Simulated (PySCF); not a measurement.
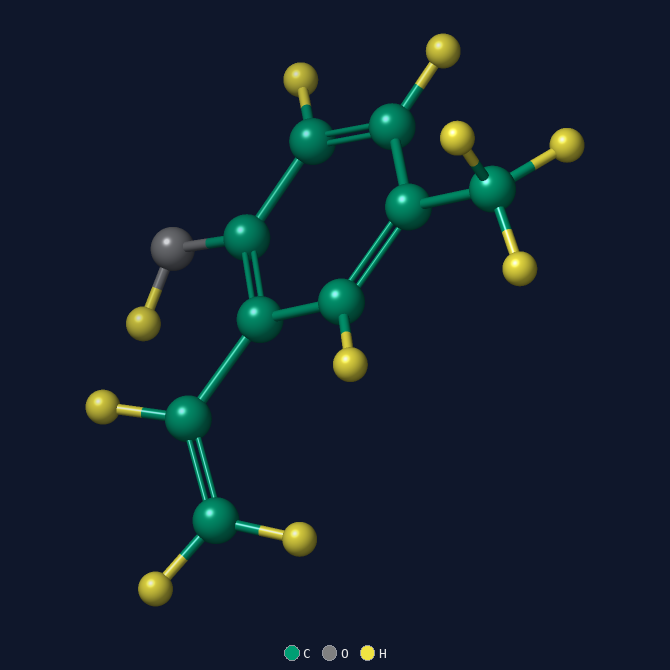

Ball-and-stick drawing of a structure. Multiple sticks mark multiple bonds (one Kekulé form).

The geometry was computed by an optimisation with PBE0-D3(BJ)/def2-SVP. No frequency run is at hand to confirm it as a minimum.

**Give the formula.**

C₉H₁₀O, 20 atoms: 9 carbon, 10 hydrogen and 1 oxygen.

**Write the SMILES.**

C=Cc1cc(C)ccc1O

The parts below concern this one geometry. Atoms keep their numbers from picture to picture.

**Geometry**

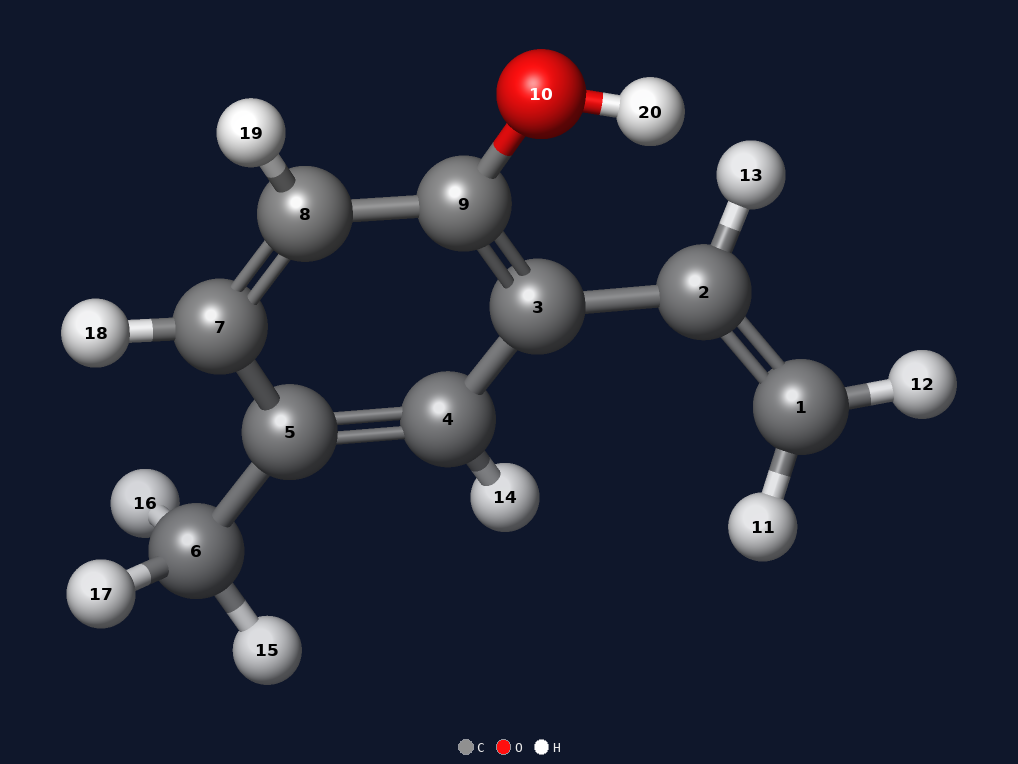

No frequency run is at hand to confirm it as a minimum.

**What is the geometry at C2?**

C2 has 3 neighbours (C1 at 1.34, C3 at 1.47, H13 at 1.10 Å); the arrangement is trigonal planar.

**How are the neighbours of atom 6 arranged?**

C6 has 4 neighbours (C5 at 1.50, H15 at 1.10, H16 at 1.10, H17 at 1.10 Å); the arrangement is tetrahedral.

**Describe the coordination of atom 9.**

C9 has 3 neighbours (C3 at 1.41, C8 at 1.40, O10 at 1.35 Å); the arrangement is trigonal planar.

**Describe the coordination of atom 1.**

C1 has 3 neighbours (C2 at 1.34, H11 at 1.09, H12 at 1.09 Å); the arrangement is trigonal planar.

**What is the dihedral angle C3–C4–C5–C6?**

178° in size, that is anti.

**Electronic properties**

No frequency run is at hand to confirm it as a minimum. Properties computed with PBE0/pcSseg-1, gas phase (PySCF 2.14.0).

Computed properties:

- dipole moment: 1.29 D
- HOMO energy (Kohn–Sham orbital): −6.21 eV
- LUMO energy (Kohn–Sham orbital): −1.07 eV
- HOMO–LUMO gap: 5.14 eV

**NMR shielding**

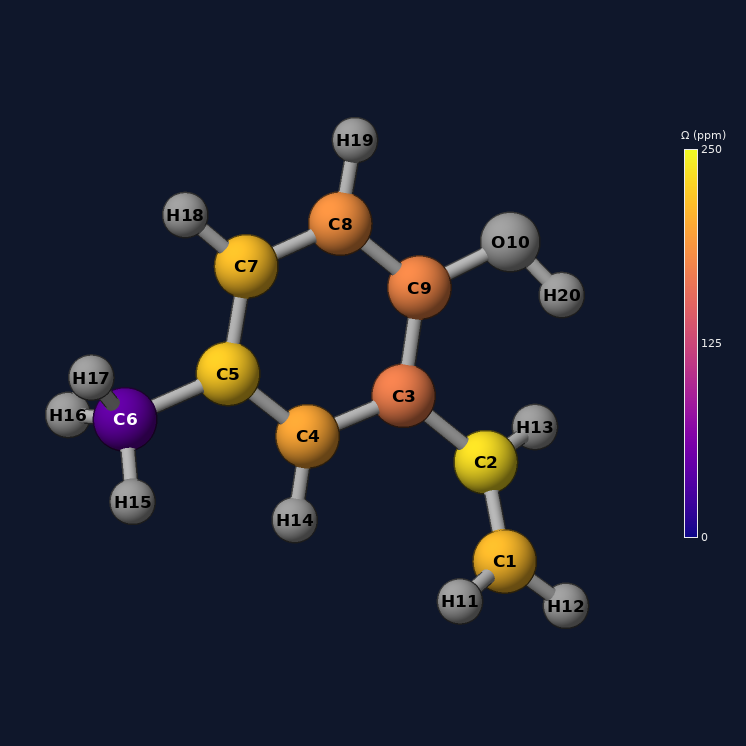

The C atoms are coloured by the span of their shielding tensor. No frequency run is at hand to confirm it as a minimum. Method: GIAO PBE0/pcSseg-1 NMR shielding, non-relativistic, gas phase (PySCF 2.14.0). Principal shieldings σ11 ≤ σ22 ≤ σ33, span Ω = σ33 − σ11, skew κ = 3(σiso − σ22)/Ω.

Give the shielding tensors of the C atoms.

| atom | σ11 | σ22 | σ33 | σiso | Ω | κ |
| --- | --- | --- | --- | --- | --- | --- |
| C1 | −49.0 | 64.1 | 164.5 | 59.9 | 213.5 | −0.06 |
| C2 | −74.5 | 58.0 | 159.8 | 47.8 | 234.4 | −0.13 |
| C3 | −11.5 | 26.0 | 160.5 | 58.3 | 172.0 | 0.56 |
| C4 | −44.5 | 45.7 | 154.7 | 52.0 | 199.3 | 0.09 |
| C5 | −48.7 | 28.9 | 174.3 | 51.5 | 222.9 | 0.30 |
| C6 | 141.7 | 156.5 | 188.1 | 162.1 | 46.4 | 0.36 |
| C7 | −56.8 | 39.7 | 159.2 | 47.4 | 216.0 | 0.11 |
| C8 | −22.3 | 52.4 | 163.4 | 64.5 | 185.7 | 0.20 |
| C9 | −56.8 | 16.2 | 121.9 | 27.1 | 178.7 | 0.18 |

Shieldings and span in ppm.

**Excitation**

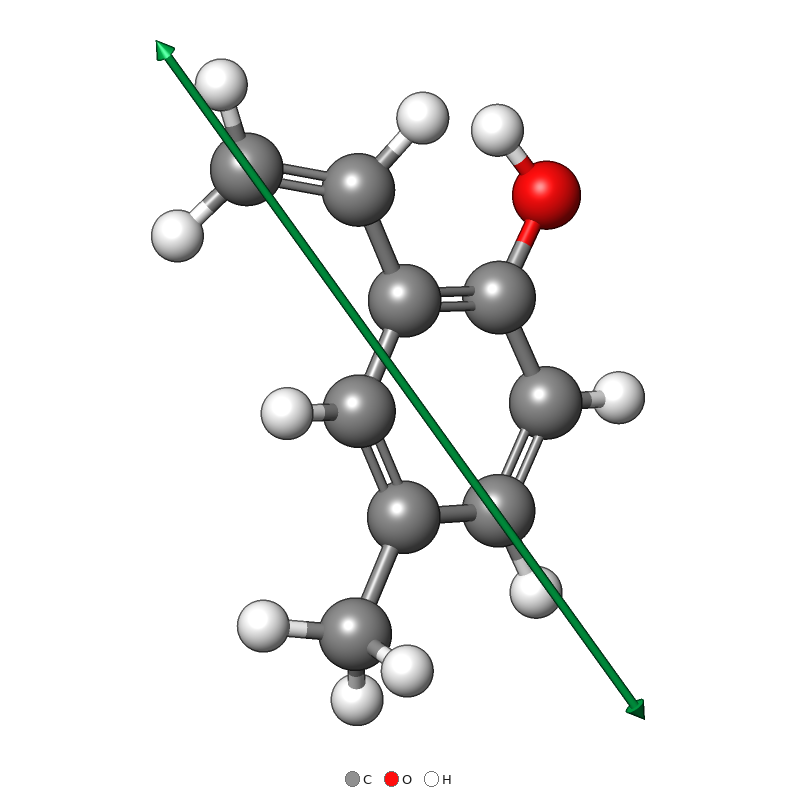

The double arrow shows the direction of the transition dipole to excited singlet state 2 (its length means nothing). No frequency run is at hand to confirm it as a minimum. Level of theory: TDDFT B3LYP/def2-SVPD, vertical, gas phase, core orbitals frozen in the response (PySCF 2.14.0).

**Where does the transition lie, and how strong is it?**

4.96 eV (250 nm), oscillator strength 0.18, mainly HOMO−1 → LUMO (weight 0.79); transition dipole 3.12 D.
